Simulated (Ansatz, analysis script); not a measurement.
## Cr (Chromium): energy less the state without spin against total moment, fitted and tested on a withheld row

System: Cr (Chromium), 1 Cr in the cell, space group Im-3m. Cell as run: a = 2.498, b = 2.498, c = 2.498 Å, angles 109.5, 109.5, 109.5°, 1 atoms. From the study “Stoner picture of Cr (Chromium)”.

Method: Free energy against the fixed total moment and moment against field, from collinear runs; PBE, PAW set soft_1 (analysis script 1). Settings shared by all rows: cutoff 420 eV, 19×19×19 k-mesh, Fermi-Dirac occupations, smearing width 0.05 eV. From parallel starts in this cell no moment survives, so no ferromagnetic state is found at this level (opposed orders were not tried), and it is far: a cell moment of 0.5 μB costs 121 meV. In doubt: the program's search for lower states was switched off, so a lower magnetic state than those reached may exist.

Results; the value marked ? is withheld:

| total moment (μB/cell) | energy less the state without spin (meV/cell) |
| --- | --- |
| 0 | 0.0 |
| 0.167 | ? |
| 0.333 | 53.8 |
| 0.5 | 120.5 |
| 0.667 | 199.8 |
| 0.833 | 284.8 |
| 1 | 376.4 |
| 1.167 | 473.2 |
| 1.333 | 573.1 |
| 1.5 | 676.4 |

**Question.** What energy less the state without spin should the row at total moment = 0.167 μB/cell hold? Fit a suitable law to the other rows.

**Law.** Time reversal makes the energy even in the moment, so it is expanded as a Landau series from the state without spin. In symbols, E = c2 M² + c4 M⁴ + c6 M⁶, with energy less the state without spin in meV/cell.

**Fit.** Least squares on 8 rows gives c2 = 505.852, c4 = -154.127 and c6 = 28.068.

```csv
total moment (μB/cell),computed,fit,computed − fit
0.333,53.8,54.24,-0.44
0.5,120.5,117.27,3.23
0.667,199.8,197.01,2.79
0.833,284.8,286.17,-1.37
1,376.4,379.79,-3.39
1.167,473.2,473.95,-0.75
1.333,573.1,569.68,3.42
1.5,676.4,677.61,-1.21
```

The quadratic term is positive, so within this fit the state without spin is locally stable against a small uniform moment.

**Prediction.** At total moment = 0.167 μB/cell the law predicts 13.99 meV/cell. The computed value is 13.9 meV/cell, 0.09 below the prediction. The row lies between zero, where the law vanishes, and the first fitted row, so this is an interpolation. The miss is smaller than the rms residual of the fit, 2.39.

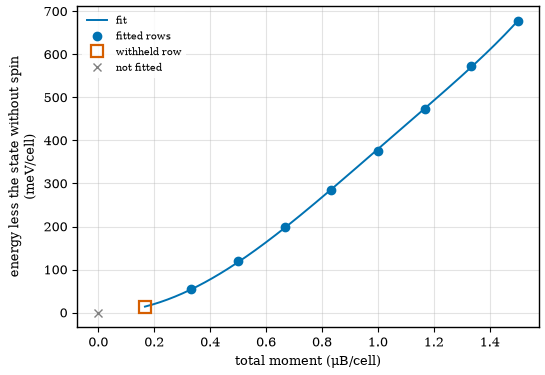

The rows, the fitted law and the withheld row.

[Logs and program files are shortened in this print: banners, set-up blocks, solver, clock and traceback lines can be left out without a mark of their own.]

[Logs are printed without paths, hosts, clocks, repeated set-up lines and the standing remarks that a program may print on its own settings, such as how far it seeks lower states.]

[Hosts, paths, dates, database ids (printed as entryN), source tags and the programs' standing remarks are cut or masked in the printed files.]
